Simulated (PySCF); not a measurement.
# Run report: C$_{3}$H$_{6}$F$_{5}$PSi, NMR shielding calculation

System: C$_{3}$H$_{6}$F$_{5}$PSi.
Method: GIAO PBE0/pcSseg-1 NMR shielding, non-relativistic, gas phase (PySCF 2.14.0).

The geometry comes from this level: PBE0-D3(BJ)/def2-SVP. Figures and captions count atoms from 1; the log counts them from 0 in places.

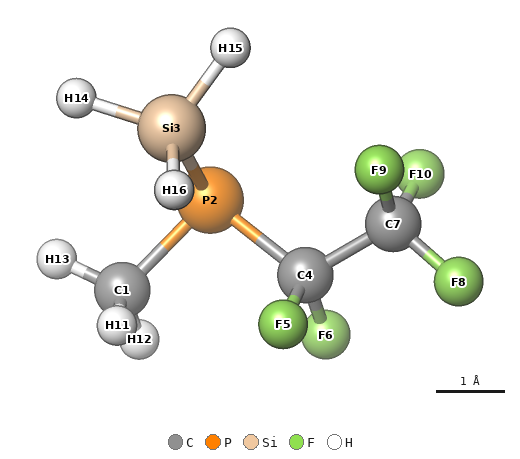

**Figure 1.** The structure as given in the input (ball-and-stick view, seen at a tilt; atoms are numbered from 1 in the order of the input). Bond lengths as drawn: C–C 1.54 Å, C–F 1.32 to 1.35 Å, C–H 1.10 Å, C–P 1.86 to 1.90 Å, H–Si 1.49 Å and P–Si 2.27 Å.

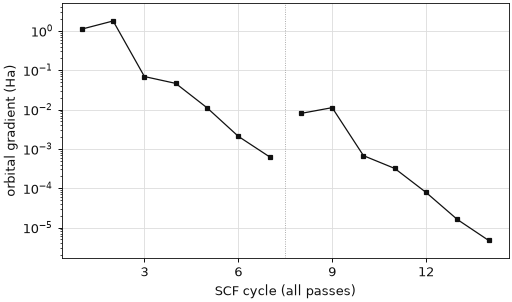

**Figure 2.** Convergence of the self-consistent field: orbital gradient against the SCF cycle. The dotted line marks the change from a coarse to the final integration grid. The first 7 cycles use a coarse grid, the final grid takes over at cycle 8, and the field converges after 14 cycles in all.

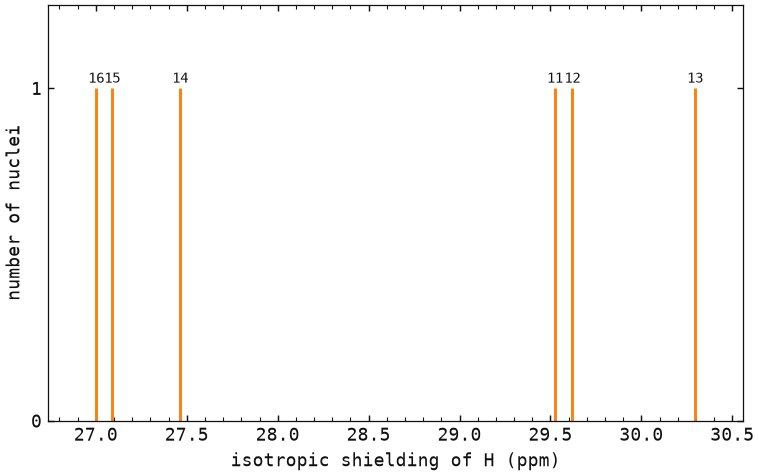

**Figure 3.** Isotropic shieldings of the hydrogen nuclei in this fixed geometry, labelled by atom number; shielding grows to the right, so chemical shift grows to the left. The least shielded is H16 (27.0 ppm), the most shielded H13 (30.3 ppm).

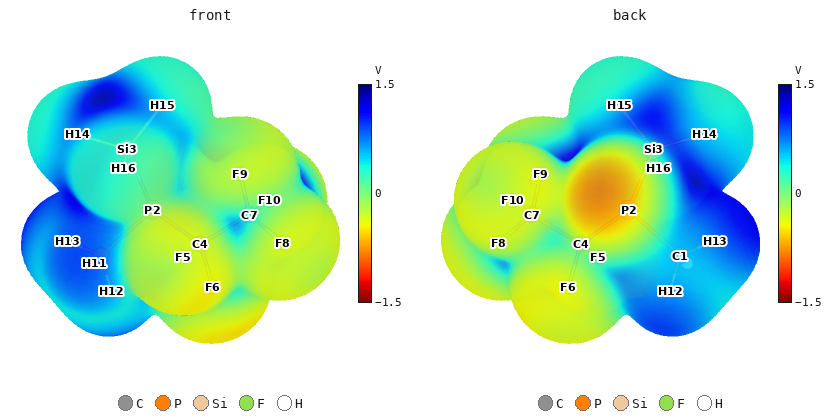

**Figure 4.** The electrostatic potential painted on the density surface at 0.002 e/bohr³, seen at a tilt and from behind; red is negative and blue positive. Its dipole moment is 2.19 D.

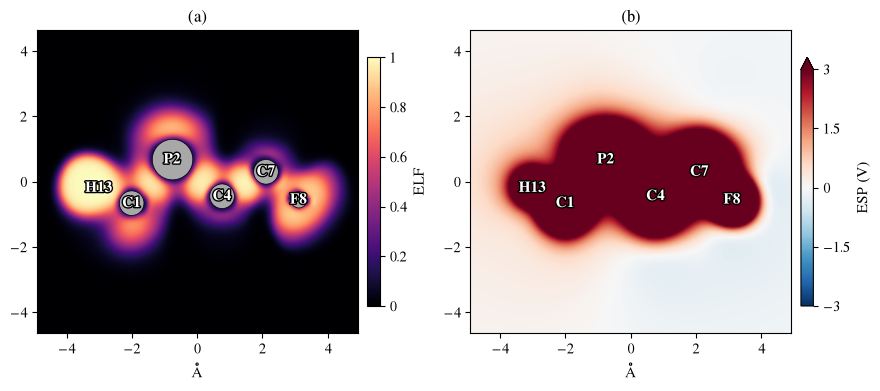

**Figure 5.** (a) ELF; (b) molecular electrostatic potential on the plane of atoms C4, C7 and F8. Grey discs, where drawn, cover atomic cores. The section cuts through C, P, F and H sites. C–H (1.10 Å): the ELF climbs to about 1 towards the hydrogen, as it does in any bond to H; a covalent bond by its length.

The input that produced these results follows, with the program's output.

**The input**
```
{"job": {"kind": "nmr", "xc": "PBE0", "basis": "pcSseg-1"}, "charge": 0, "multiplicity": 1}
C      1.624829     1.429292     0.348625
P      0.550410     0.461109    -0.816245
Si     1.214466    -1.635460    -0.240366
C     -1.028815     0.608064     0.221639
F     -0.852334     0.294601     1.524314
F     -1.429598     1.898274     0.178619
C     -2.203200    -0.245895    -0.287120
F     -3.298984     0.005788     0.410471
F     -1.911954    -1.540968    -0.159992
F     -2.441395     0.007702    -1.566705
H      1.590606     1.057213     1.382386
H      1.291918     2.477007     0.333096
H      2.659804     1.390910    -0.020662
H      2.679662    -1.640316    -0.536179
H      0.534560    -2.643644    -1.099522
H      0.997679    -1.929586     1.206438
```

The first line tells a small driver script what to run in PySCF; the rest is the geometry in Å.

Launch command:
```bash
OMP_NUM_THREADS=1 python <driver script> task.json out
```

**What the program printed**
```
coarse grid: 15656 points
cycle   1  E = -1246.7590358138  dE =  1.349e+00  |g| = 1.108e+00  |ddm| = 3.566e+00
cycle   2  E = -1246.4658604426  dE =  2.932e-01  |g| = 1.783e+00  |ddm| = 1.482e+00
cycle   3  E = -1246.9656570173  dE = -4.998e-01  |g| = 6.892e-02  |ddm| = 9.612e-01
cycle   4  E = -1246.9662616180  dE = -6.046e-04  |g| = 4.619e-02  |ddm| = 1.020e-01
cycle   5  E = -1246.9666837326  dE = -4.221e-04  |g| = 1.110e-02  |ddm| = 4.132e-02
cycle   6  E = -1246.9667027099  dE = -1.898e-05  |g| = 2.087e-03  |ddm| = 8.389e-03
cycle   7  E = -1246.9667034318  dE = -7.219e-07  |g| = 6.273e-04  |ddm| = 2.372e-03
final grid: 147728 points
cycle   8  E = -1247.0587367785  dE = -5.784e-05  |g| = 7.974e-03  |ddm| = 2.526e-02
cycle   9  E = -1247.0587265721  dE =  1.021e-05  |g| = 1.117e-02  |ddm| = 1.238e-02
cycle  10  E = -1247.0587497686  dE = -2.320e-05  |g| = 6.729e-04  |ddm| = 6.966e-03
cycle  11  E = -1247.0587498381  dE = -6.943e-08  |g| = 3.183e-04  |ddm| = 7.629e-04
cycle  12  E = -1247.0587498574  dE = -1.928e-08  |g| = 7.824e-05  |ddm| = 3.035e-04
cycle  13  E = -1247.0587498589  dE = -1.530e-09  |g| = 1.606e-05  |ddm| = 1.020e-04
cycle  14  E = -1247.0587498589  dE = -5.184e-11  |g| = 4.714e-06  |ddm| = 2.013e-05
converged SCF energy = -1247.0587498589

GIAO shielding tensors (ppm)
atom      isotropic    diamagn.    paramagn.     s11        s22        s33       span
  0 C      182.258     253.243     -70.986    172.237    182.313    192.223     19.987
  1 P      416.740     968.120    -551.380    313.631    392.081    544.506    230.875
  2 Si     420.736     880.034    -459.298    388.682    413.289    460.237     71.555
  3 C       56.763     248.352    -191.589     33.441     65.547     71.302     37.860
  4 F      307.994     476.854    -168.859    194.499    330.683    398.801    204.302
  5 F      307.329     473.935    -166.606    185.364    330.188    406.435    221.071
  6 C       59.218     245.057    -185.839     51.547     59.198     66.908     15.361
  7 F      279.734     467.903    -188.168    208.138    279.352    351.713    143.574
  8 F      267.454     475.551    -208.097    197.292    261.977    343.092    145.800
  9 F      267.101     472.031    -204.931    194.230    268.398    338.674    144.444
 10 H       29.525      31.114      -1.589     24.466     28.450     35.657     11.191
 11 H       29.621      29.667      -0.047     23.911     27.496     37.455     13.544
 12 H       30.295      29.579       0.717     25.336     27.012     38.538     13.202
 13 H       27.464      28.956      -1.493     23.674     25.480     33.236      9.562
 14 H       27.090      28.773      -1.683     23.255     25.657     32.358      9.103
 15 H       27.002      29.068      -2.066     23.411     25.998     31.597      8.186
```

**Results in brief**

| quantity | value |
| --- | --- |
| outcome | converged |
| total energy | −1247.058750 hartree |
| HOMO | −7.53 eV |
| LUMO | −0.13 eV |
| dipole moment | 2.19 D |
| isotropic shielding, C | 56.8 to 182.3 ppm |
| isotropic shielding, P | 416.7 ppm |
| isotropic shielding, Si | 420.7 ppm |
| isotropic shielding, F | 267.1 to 308.0 ppm |
| isotropic shielding, H | 27.0 to 30.3 ppm |
| hardware | 1 CPU thread, shared host |
| wall time | 49 s |
| peak memory | 1 GiB |
